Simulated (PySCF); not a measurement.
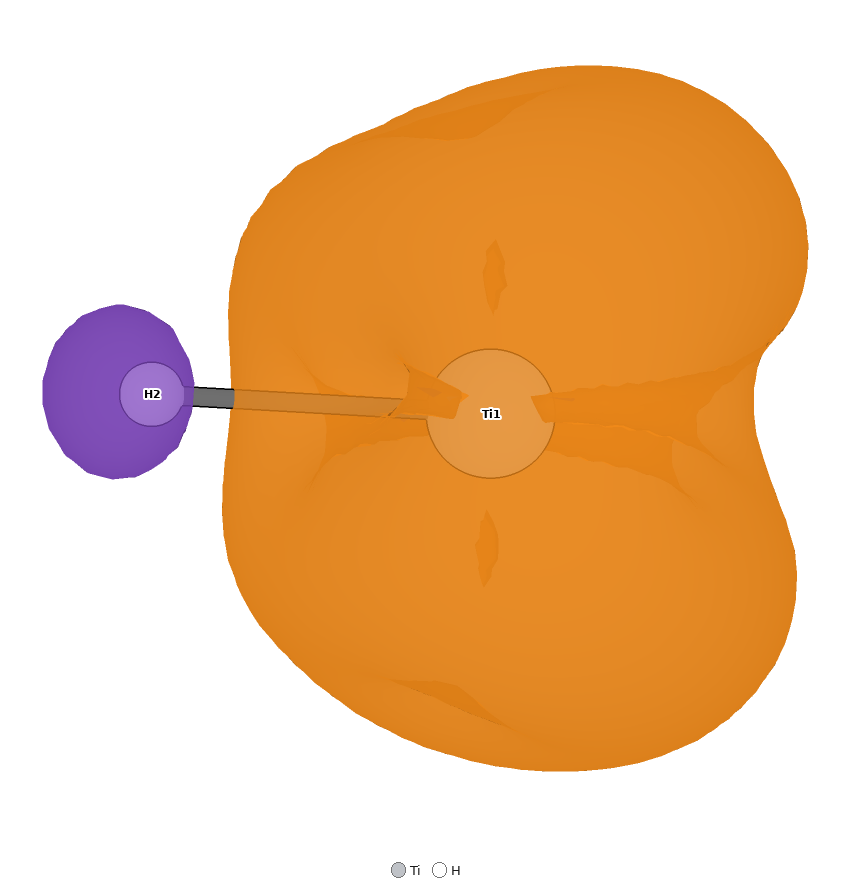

The picture shows: TiH (quartet). Isosurfaces of the spin density (α minus β) at +0.02 (orange) and −0.02 e/Å³ (purple), seen from one side.

The calculation used PBE0/def2-TZVPP, non-relativistic Hamiltonian with scalar-relativistic core potentials where named, at a bond length of 1.757 Å (PySCF).

Which atoms carry the spin?

Answer. The unpaired spin (3 electrons) lies mostly on Ti1 (about 3.0), in electrons by Hirshfeld's partition.
